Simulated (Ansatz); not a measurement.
```xyz
18
Lattice="4.6107 0.0000 0.0000 0.0000 4.6107 0.0000 0.0000 0.0000 5.3578" Properties=species:S:1:pos:R:3 pbc="T T T"
Al    0.0000    0.0000    0.0000
Al    2.3054    2.3054    2.6789
H     2.3054    0.0000    1.3395
H     0.0000    2.3054    4.0184
H     0.0000    0.0000    2.2860
H     2.3054    2.3054    4.9649
H     0.0000    0.0000    3.0719
H     2.3054    2.3054    0.3929
H     1.1802    1.1802    0.0000
H     3.4856    3.4856    2.6789
H     3.4305    1.1802    0.0000
H     1.1251    3.4856    2.6789
H     1.1802    3.4305    0.0000
H     3.4856    1.1251    2.6789
H     1.1251    1.1251    2.6789
H     3.4305    3.4305    0.0000
H     0.0000    2.3054    1.3395
H     2.3054    0.0000    4.0184
```

Space group I4/mmm; a structure generated by program, which may or may not match a known phase; computed without spin polarisation.

Method: Ansatz, DFT PBE, scalar-relativistic, plane waves, PAW.

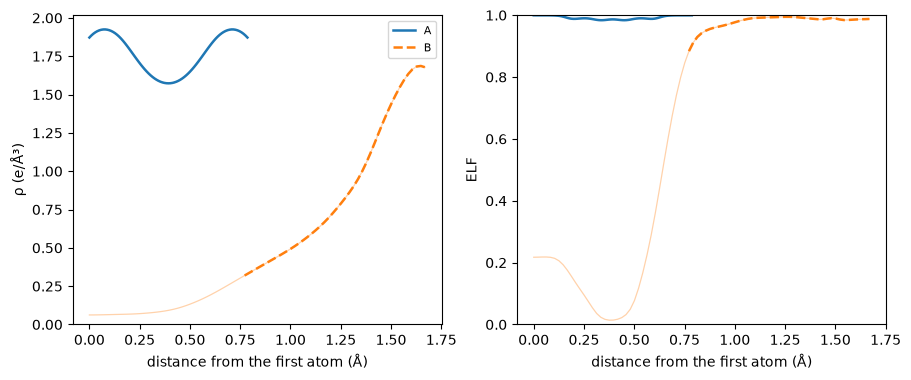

AlH8. Valence electron density and ELF along straight lines between neighbouring atoms. Thin, pale parts lie inside the atomic spheres.

Core electrons are frozen (PAW), and the valence fields are smoothed inside the atomic spheres.

Question: Which curve belongs to which contact (Al–H and H–H)? The first atom named is at distance zero.

Answer: Curve A: H–H (0.79 Å): ρ is about 1.6 e/Å³ halfway; the ELF peaks at about 1 between the atoms. Curve B: Al–H (1.67 Å): the density is about 0.37 e/Å³ at the midpoint; the ELF climbs to about 1 towards the hydrogen.
